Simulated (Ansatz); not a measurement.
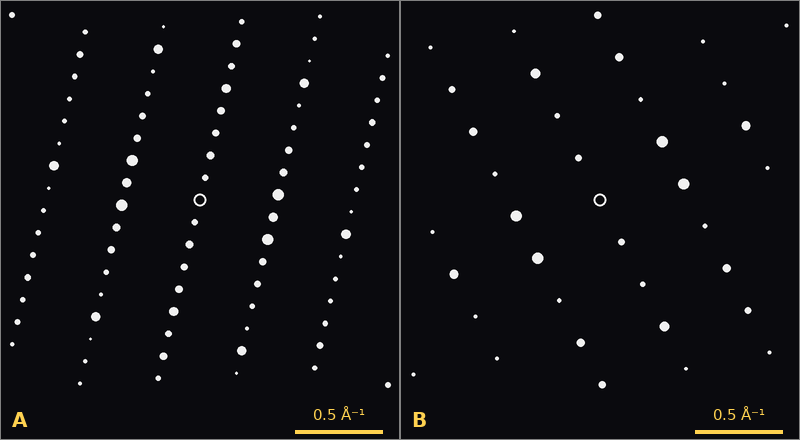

Kinematic electron diffraction patterns (200 kV, B = 0.5 Å², same scale, each along a low-index zone) of two structures of composition Cu2Ru, each relaxed at zero pressure with Ansatz 0.2.0, DFT PBE, scalar-relativistic, plane waves, PAW. The runs are not spin-polarised.

The structures (standard cells):
1. P4/nmm (No. 129), a = 3.278 Å, c = 7.595 Å, 6 atoms; generated start, possibly hypothetical
2. P6/mmm (No. 191), a = 4.244 Å, c = 2.455 Å (hexagonal axes), 3 atoms; generated start, possibly hypothetical

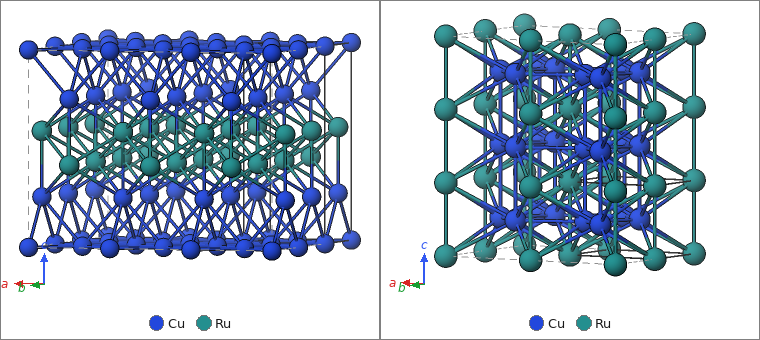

Drawings of the structures 1 to 2, from left to right (each may span several cells).

Which pattern belongs to which structure, and along which zone?

Answer. A is structure 1 along [110] or an equivalent direction: rectangular net of 0 0 1 at d = 7.59 Å and 1 -1 0 at d = 2.32 Å, 90.0° apart. B is structure 2 along [101] or an equivalent direction: centred rectangular net of 0 1 0 at d = 3.68 Å and 1 0 -1 at d = 2.04 Å, 73.9° apart.

Which structure lies lowest at this level of theory, and by how much?

Answer. Structure 2 (P6/mmm, 12.77 Å³ an atom) is the lowest of these; structure 1 (P4/nmm, 13.60 Å³ an atom) lies about 190 meV an atom higher. These are static energies at 0 K; other structures, not shown, may lie lower still.
